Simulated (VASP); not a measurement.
Band structure of GePt (relaxed from the CrB structure, space group Cmcm). Level of theory: r2SCAN meta-GGA, VASP's PBE PAW potentials (set 64) (plane waves; VASP).

Unless said otherwise, spin-orbit coupling is left out, though it shifts the bands of the heavy elements here.

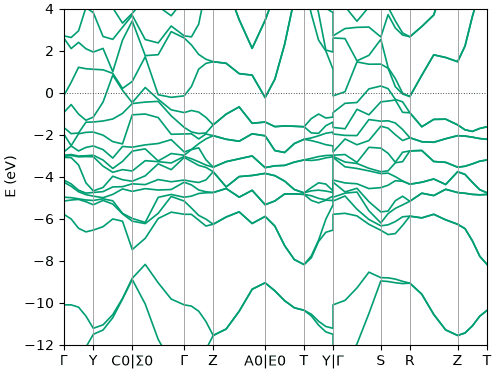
*Bands along high-symmetry lines, zero at the valence-band maximum or, without a gap, the Fermi level*

### Question
Read the plot: is there a gap, and where are the band edges?

### Answer
It has no gap at this level: it comes out as a metal or semimetal.

The structure was generated: GePt was put into the CrB type (Cmcm), which need not be its known phase. It was relaxed first, which changed the volume by -42 %.
